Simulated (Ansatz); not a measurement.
# C2H8BFOSi: the cost of one run

Method: RKS B3LYP-D4/6-31G*, in Ansatz 0.2.0.

**1. The starting structure**

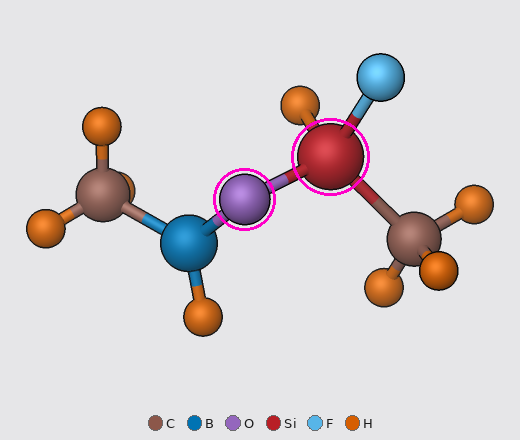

The starting structure, seen from a free direction (carbon brown, boron blue, oxygen purple, silicon red, fluorine blue, hydrogen orange). Ringed: O3, Si4.

Coordinates:

```xyz
14

C     0.3020   -2.4788    0.0659
B     0.8987   -0.9883   -0.0218
O     0.6870   -0.0306    1.0616
Si   -0.5677    0.9467    0.6491
C    -0.1468    2.2067   -0.6370
F    -1.2013    1.7437    2.0308
H    -0.3032   -2.5360    0.9961
H    -0.3813   -2.5633   -0.8218
H     1.0600   -3.1825    0.0750
H     1.5949   -0.7008   -0.9143
H    -1.7451    0.1058    0.1394
H     0.2102    1.7138   -1.5282
H    -1.0701    2.8850   -0.8675
H     0.6494    2.8493   -0.1986
```

**2. Relaxing end A**

The input, input.yaml:

```yaml
crystal:
  periodic: [false, false, false]
  atoms:
    - { symbol: C, position_ang: [0.302, -2.4788, 0.0659] }
    - { symbol: B, position_ang: [0.8987, -0.9883, -0.0218] }
    - { symbol: O, position_ang: [0.687, -0.0306, 1.0616] }
    - { symbol: Si, position_ang: [-0.5677, 0.9467, 0.6491] }
    - { symbol: C, position_ang: [-0.1468, 2.2067, -0.637] }
    - { symbol: F, position_ang: [-1.2013, 1.7437, 2.0308] }
    - { symbol: H, position_ang: [-0.3032, -2.536, 0.9961] }
    - { symbol: H, position_ang: [-0.3813, -2.5633, -0.8218] }
    - { symbol: H, position_ang: [1.06, -3.1825, 0.075] }
    - { symbol: H, position_ang: [1.5949, -0.7008, -0.9143] }
    - { symbol: H, position_ang: [-1.7451, 0.1058, 0.1394] }
    - { symbol: H, position_ang: [0.2102, 1.7138, -1.5282] }
    - { symbol: H, position_ang: [-1.0701, 2.885, -0.8675] }
    - { symbol: H, position_ang: [0.6494, 2.8493, -0.1986] }
basis:
  gaussian: { orbitals: "6-31G*" }
hamiltonian:
  xc: b3lyp
  dispersion: d4
relax:
  f_tol: 0.015
  max_steps: 40
output:
  orbitals: {}
```

Launch:

```sh
ansatz run input.yaml --threads 2 --pin off --max-ram 3072MiB --backend cpu --events-out ev --progress --plain --runs-dir out
```

Q: Estimate wall time and peak memory on 2 threads of Intel Xeon Platinum 8375C at 2.90GHz (Ice Lake), shared host.

About 83 s, with a peak of 0.28 GiB.
